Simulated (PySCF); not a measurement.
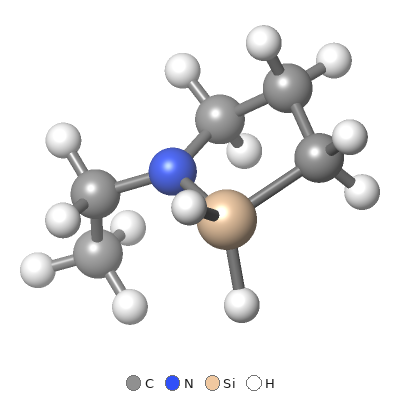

Structure of C₅H₁₃NSi, SMILES CCN1CCC[SiH2]1.

Vertical TDDFT excitations, PBE0/def2-SVPD, PySCF 2.14.0, at a GFN2-xTB geometry (no frequency check), gas phase.

Where does it absorb, and how strongly?

Answer. The lowest singlet lies at 5.41 eV (229 nm, f = 0.005); the brightest of the first 6 is S3 at 6.28 eV (198 nm), f = 0.026, mainly HOMO → LUMO+2 (89 %). No singlet lies below 3.1 eV (beyond 400 nm), so at this level no vertical transition falls in the visible.


```tsv
state	E (eV)	λ (nm)	f	main character
S1	5.41	229	0.005	HOMO → LUMO (97 %)
S2	5.66	219	0.016	HOMO → LUMO+1 (97 %)
S3	6.28	198	0.026	HOMO → LUMO+2 (89 %)
S4	6.51	190	0.006	HOMO → LUMO+3 (75 %)
S5	6.55	189	0.001	HOMO → LUMO+4 (70 %)
S6	6.88	180	0.008	HOMO → LUMO+5 (94 %)
```

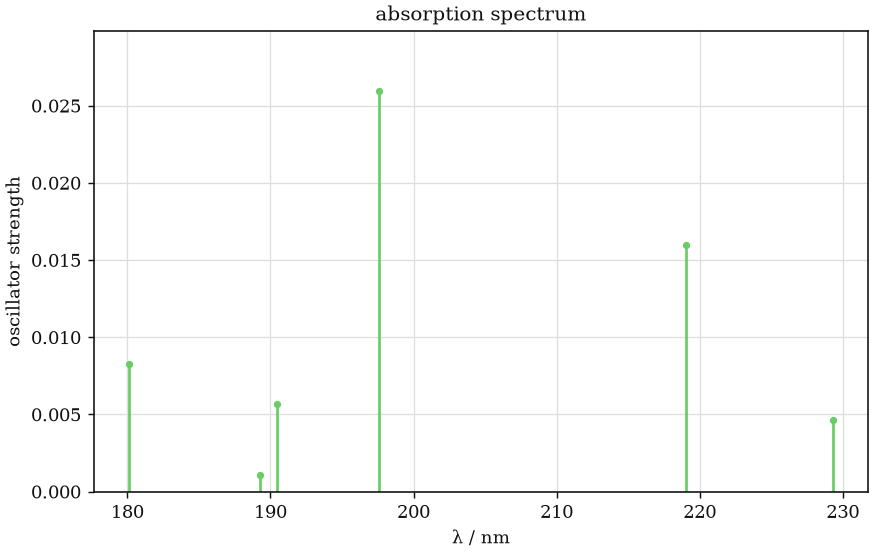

The lowest 6 singlet states are shown.

Caveats: states above the negative HOMO energy depend on the basis; the tight-binding geometry is rougher than a DFT one and adds to the error; one conformer of a flexible molecule; core orbitals are frozen in the response.
